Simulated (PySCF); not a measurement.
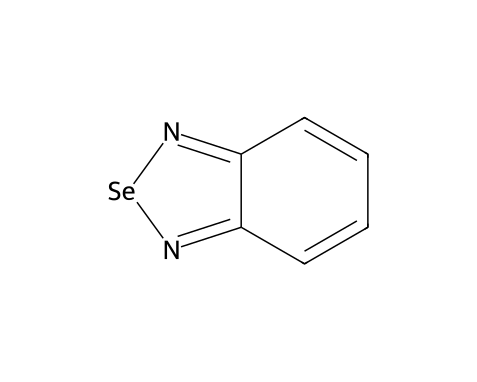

Skeletal drawing of a molecule.

> Give its SMILES.

c1ccc2n[se]nc2c1

> What is the molecular formula?

C6H4N2Se.

> An optimisation with GFN2-xTB gave a structure of which point group?

C2v.

The parts below concern this one geometry. Atoms keep their numbers from picture to picture. The geometry was computed by an optimisation with GFN2-xTB. No frequency run is at hand to confirm it as a minimum.

**Bond orders**

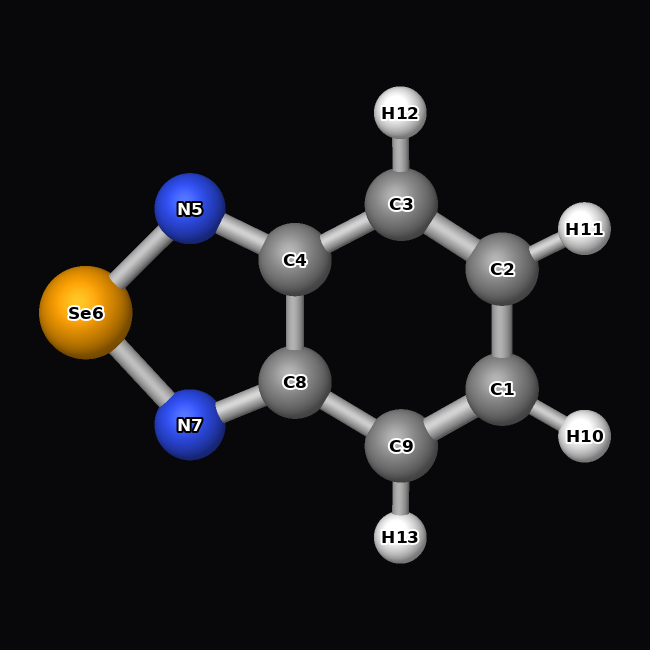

The thickness of each stick grows with its Mayer bond order. No frequency run is at hand to confirm it as a minimum. Computed with PBE0/pcSseg-1 (PySCF 2.14.0).

List the Mayer bond orders of C1–C2, C1–C9, C1–H10, C4–C8, N5–Se6, C4–N5, C3–C4, C3–H12 (one bond of each equivalent set).

```tsv
bond	Mayer order	length (Å)
C1–C2	1.25	1.414
C1–C9	1.61	1.364
C1–H10	0.96	1.080
C4–C8	1.05	1.444
N5–Se6	1.27	1.749
C4–N5	1.38	1.329
C3–C4	1.24	1.410
C3–H12	0.94	1.078
```

**Electronic properties**

No frequency run is at hand to confirm it as a minimum. Level of theory: PBE0/pcSseg-1, gas phase (PySCF 2.14.0).

Predict the main results.

- dipole moment: 1.04 D
- HOMO energy (Kohn–Sham orbital): −7.00 eV
- LUMO energy (Kohn–Sham orbital): −2.58 eV
- HOMO–LUMO gap: 4.41 eV

**NMR shielding**

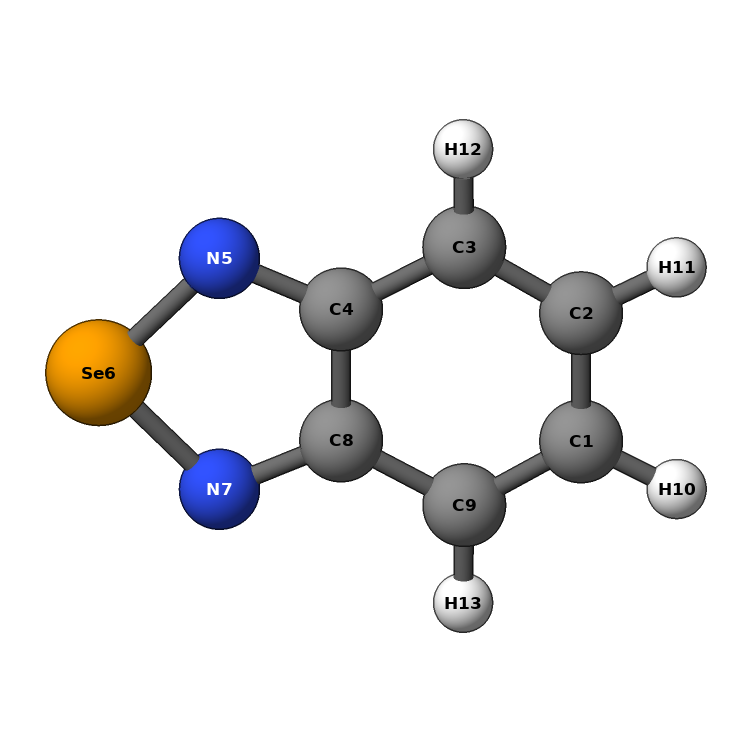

No frequency run is at hand to confirm it as a minimum. Properties computed with GIAO PBE0/pcSseg-1 NMR shielding, non-relativistic, gas phase (PySCF 2.14.0). Principal shieldings σ11 ≤ σ22 ≤ σ33, span Ω = σ33 − σ11, skew κ = 3(σiso − σ22)/Ω.

Give the shielding tensors of the N atoms.

| atom | σ11 | σ22 | σ33 | σiso | Ω | κ |
| --- | --- | --- | --- | --- | --- | --- |
| N5, N7 | −505.5 | −178.5 | 189.0 | −165.0 | 694.5 | 0.06 |

Shieldings and span in ppm.

The geometry is semi-empirical. Around Se such bond lengths and angles can be off by a tenth of an ångström or more and by several degrees, and values that hang on the shape move with them.
